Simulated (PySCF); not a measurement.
BH$_{3}$ClF: several calculations on one system

**1. Relaxation**

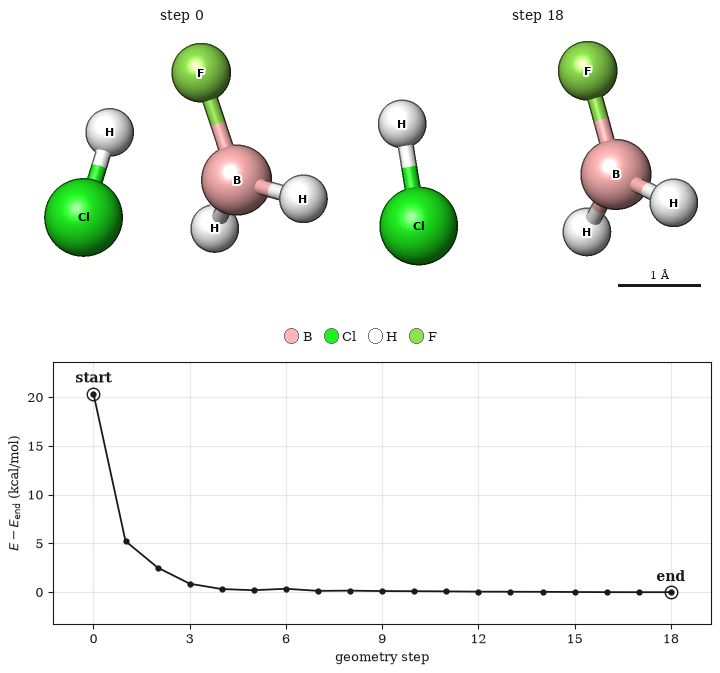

First and last geometry of a relaxation of BH$_{3}$ClF (started from a transition state, displaced along its imaginary mode), with the history of the run. Style: ball-and-stick. Shown at a tilt.

Computed with RKS PBE0-D4/def2-TZVP, density fitting (PySCF). 

### Read the history and describe the run.

It converged. The largest move after the best rigid fit is that of an H atom, 0.91 Å. Largest moves by element: H 0.91 Å, F 0.44 Å, B 0.35 Å, Cl 0.33 Å. Among the contacts that change: B–Cl 2.292 → 2.967 Å, Cl–H 1.167 → 1.281 Å, B–F 1.393 → 1.325 Å, B–H 1.192 → 1.196 Å. Bond angles that change, for instance: H–B–H 129.9° → 124.4°, H–B–F 113.7° → 117.7°. After 18 geometry steps the energy has fallen by 20.4 kcal/mol.

**2. Relaxation**

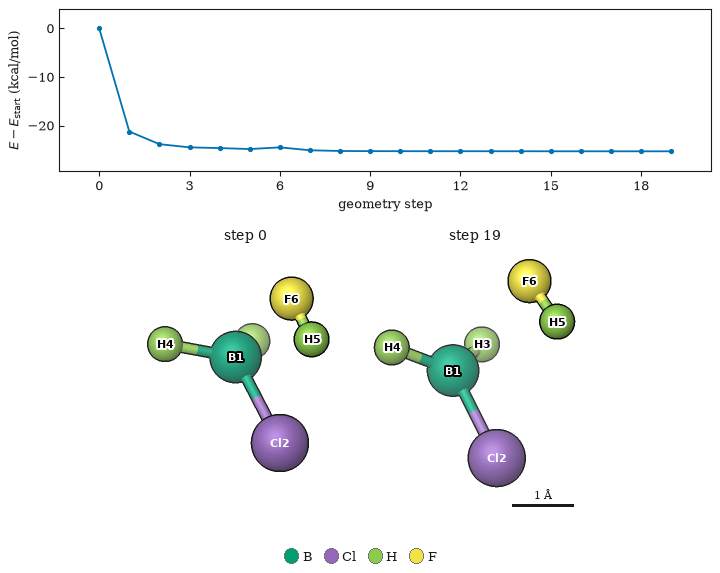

First and last geometry of a relaxation of BH$_{3}$ClF (started from a transition state, displaced along its imaginary mode), with the history of the run. Style: ball-and-stick. Shown from a free direction.

These are results of RKS PBE0-D4/def2-TZVP, density fitting in PySCF, not measurements. 

What do the curves and the structures tell?

It converged. The largest move after the best rigid fit is that of H5, 0.49 Å. By element the largest moves are H 0.49 Å, Cl 0.39 Å, F 0.36 Å, B 0.36 Å. Near-neighbour distances that change, for instance: Cl2–H5 1.893 → 2.706 Å, B1–F6 1.660 → 2.365 Å, Cl2–F6 2.420 → 3.056 Å, H5–F6 0.814 → 0.925 Å. Bond angles that change, for instance: H3–B1–H4 113.1° → 124.6°. Over 19 geometry steps the energy falls by 25.3 kcal/mol. Cost: 2.5 min on 4 threads of Intel Xeon @ 2.50GHz, with other jobs on the host.

**3. Reaction**

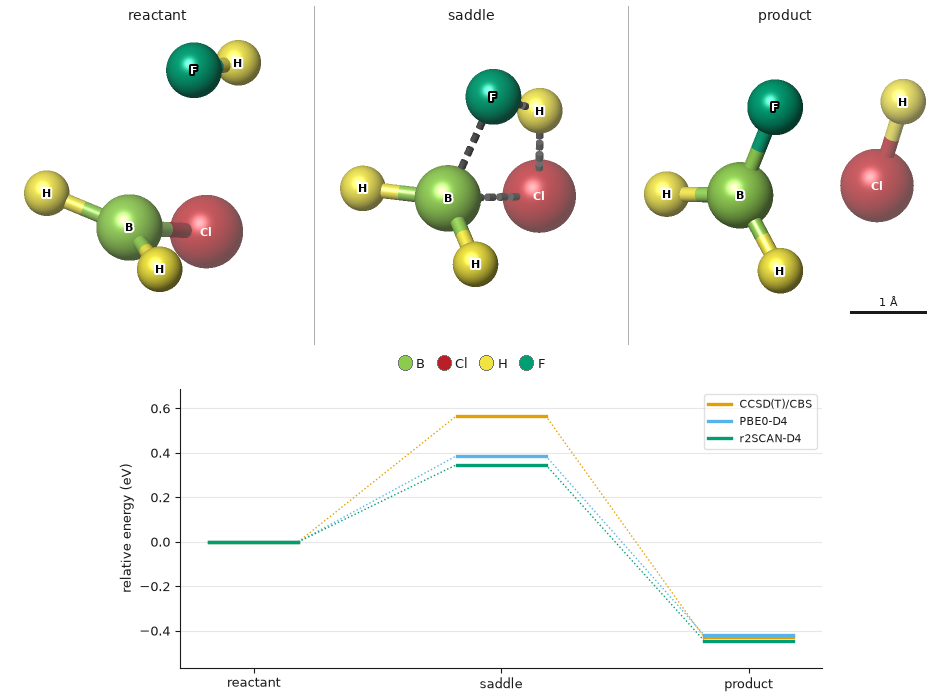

A reaction step of BH$_{3}$ClF, with its energy diagram. A ball-and-stick model, seen from a free direction. Dashed sticks mark bonds that form or break.

Stationary points at PBE0-D4/def2-TZVP, single-point energies with CCSD(T)/CBS, PBE0-D4, r2SCAN-D4 (def2-TZVPP where no basis is named; PySCF 2.14.0). The energies are electronic, without zero-point or thermal terms, and both ends are the minima reached downhill from the saddle, with any fragments still in contact. CCSD(T)/CBS stands for a frozen-core estimate: MP2 correlation extrapolated from def2-TZVPP and def2-QZVPP, CCSD(T) minus MP2 from the smaller set.

Describe the step and its energetics.

Counted by bonded pieces, the reactant holds BH₂Cl + HF and the product holds BH₂F + HCl. From the reactant over the saddle to the product, bonds form: B–F (2.37 → 1.53 → 1.33 Å), Cl–H (2.71 → 1.53 → 1.28 Å). Bonds break: B–Cl (1.76 → 2.02 → 2.97 Å), F–H (0.93 → 1.19 → 2.81 Å). The saddle has one imaginary mode, 878i cm⁻¹. With CCSD(T)/CBS the barrier is 0.57 eV from the reactant and 1.00 eV from the product, and the product lies 0.43 eV below the reactant.

```tsv
level	barrier from the reactant (eV)	barrier from the product (eV)	the product less the reactant (eV)
CCSD(T)/CBS	0.57	1.00	−0.43
PBE0-D4	0.39	0.81	−0.42
r2SCAN-D4	0.35	0.79	−0.44
```

Against CCSD(T)/CBS, PBE0-D4 comes closest on the barrier from the reactant (−0.18 eV) and r2SCAN-D4 misses most (−0.22 eV).

Limits of the set-up: the start holds two separate molecules, 2.4 Å apart at their closest, whose relative position is a soft coordinate.
